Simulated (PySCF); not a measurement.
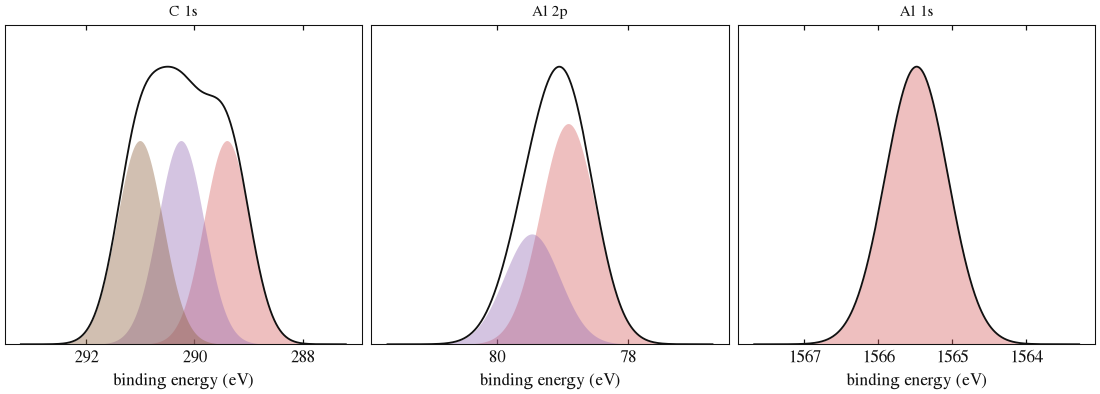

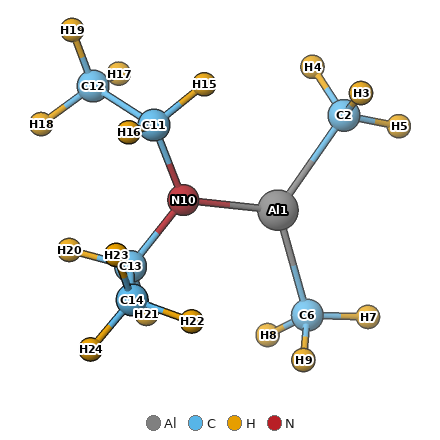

Simulated XPS of C₆H₁₆AlN, SMILES CC[N](CC)[Al]([CH3])[CH3], singlet. Vertical core-electron binding energies by ΔSCF (SCAN, pcX-2 on the ionised atom (unc-x2c-TZVPall on a metal), pcseg-1 elsewhere, spin-free X2C; PySCF 2.14.0, at a PBE0-D3(BJ)/def2-SVP geometry (no frequency check)), gas phase, against the vacuum level. One atom of each kind was ionised; within a panel, areas follow the number of like atoms and 2j + 1 (2p levels are split by first-order spin-orbit coupling, an approximation), each panel is scaled alone, Gaussians of 1.0 eV full width. Only the regions named are shown. Lines closer than the width merge in the curve.

Question: Which atoms give which peak?

Answer:
```
   level     atoms  binding energy (eV)
    C 1s  C11, C13                291.0
    C 1s  C12, C14                290.2
    C 1s    C2, C6                289.4
Al 2p1/2       Al1                 79.5
Al 2p3/2       Al1                 78.9
   Al 1s       Al1               1565.5
```

Question: How large is the chemical shift across the C 1s region?

Answer: 1.6 eV, from C2, C6 at 289.4 eV to C11, C13 at 291.0 eV.

Caveats: one conformer of a flexible molecule.
